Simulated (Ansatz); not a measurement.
# C₂F₃Si (SMILES [C]#C[Si](F)(F)F) (doublet): what the fields show

```xyz
6

C    -2.7788   -2.3439   -0.5053
C    -1.9566   -1.7103    0.1329
F    -0.2850   -1.5928    2.3578
F     0.5380   -0.4728    0.1881
F    -1.3594    0.6080    1.5563
Si   -0.7428   -0.7742    1.0767
```

Geometry: B3LYP/6-31G*.

Level of theory: isolated molecule in a Gaussian basis; Kohn-Sham density functional theory, functional PBE0 (Ansatz 0.2.0).

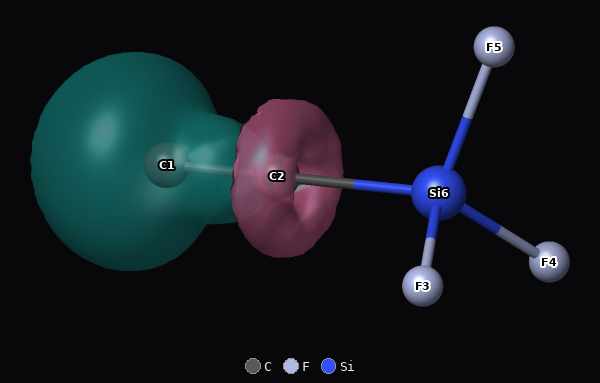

Figure 1. Isosurfaces of the spin density (α minus β) at +0.05 (teal) and −0.05 e/Å³ (pink), seen at a tilt.

### Describe the spin distribution.

The unpaired spin (1 electron) lies mostly on C1 (about 1.1), in electrons by Hirshfeld's partition, with opposite, polarisation-induced spin on C2.

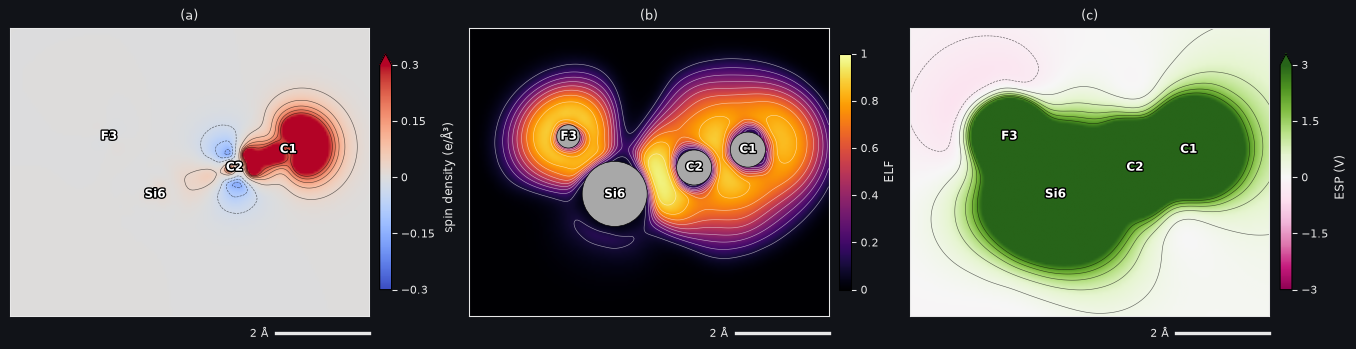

Figure 2. (a) spin density; (b) ELF; (c) molecular electrostatic potential on the plane of atoms C2, Si6 and F3. Grey discs cover the atomic cores in the ELF map.

### Describe what can be read from this map.

- The section cuts through C, F and Si sites.
- C–C (1.22 Å): the ELF peaks at about 0.80 between the atoms; a short, multiple covalent bond.
- Si–F (1.59 Å): the ELF peaks at about 0.85 in the valence shell of F, 0.6 Å from its nucleus, and is about 0.55 at the midpoint.
- C–Si (1.80 Å): the ELF peaks at about 0.95 between the atoms; a covalent bond.
- The ELF also peaks beside C1 and F3, away from the bonds: non-bonding electrons, paired or unpaired.
- Outside the dense part of the molecule the potential is most negative (−0.5 V) near F3.

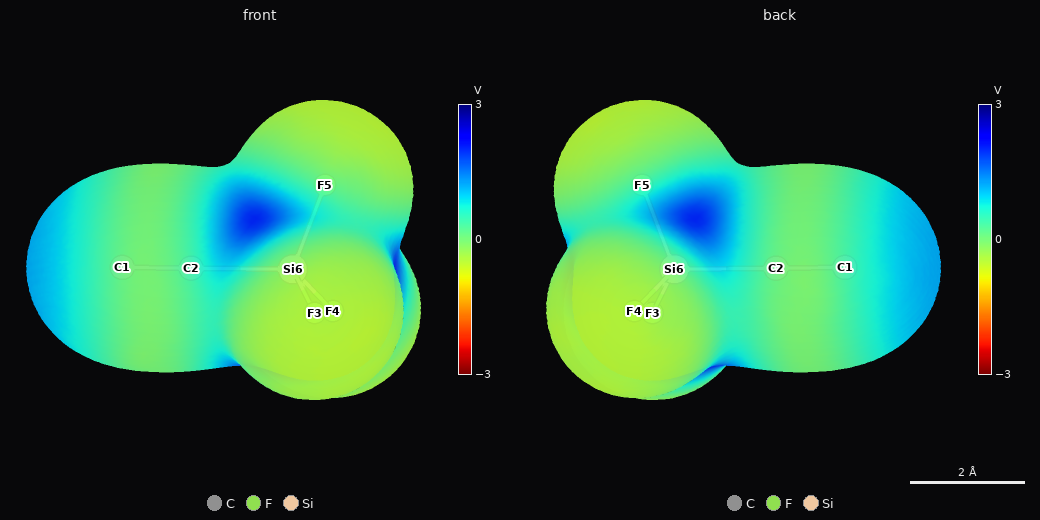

Figure 3. The electrostatic potential painted on the density surface at 0.002 e/bohr³, seen from the front and from behind; red is negative and blue positive.

### Where is the surface potential most negative and most positive?

The most negative region (about −0.5 V) lies over F3, F4 and F5, the most positive (about +2.0 V) over Si6.

### What dipole moment does the calculation give?

Its dipole moment is 1.54 D.

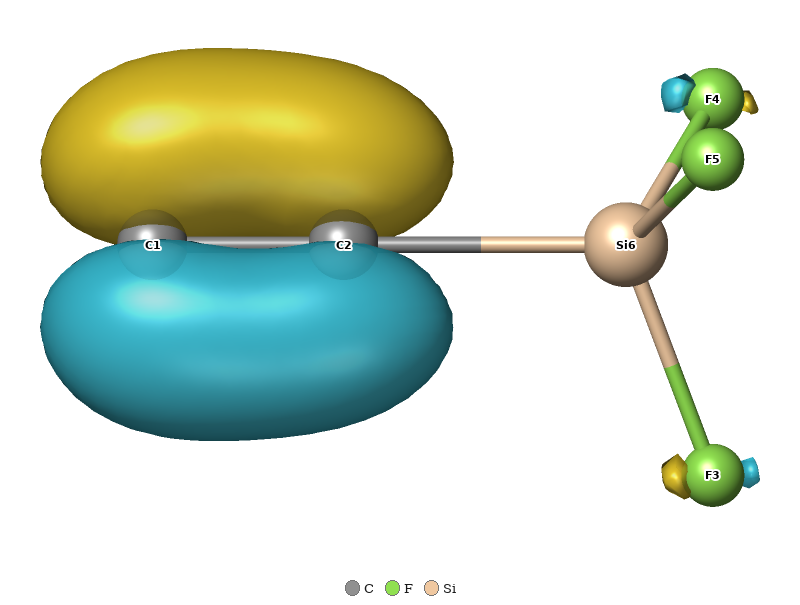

Figure 4. The HOMO (α) at ±0.2 Å⁻³ᐟ² (yellow and cyan are the two phases), seen from one side.

### Where does this orbital lie, and at what energy?

It lies mainly on C1 (about 50 %) and C2 (about 40 %); π-bonding across C1–C2. It is one of a degenerate set, so its orientation is arbitrary. Its energy is −9.86 eV.
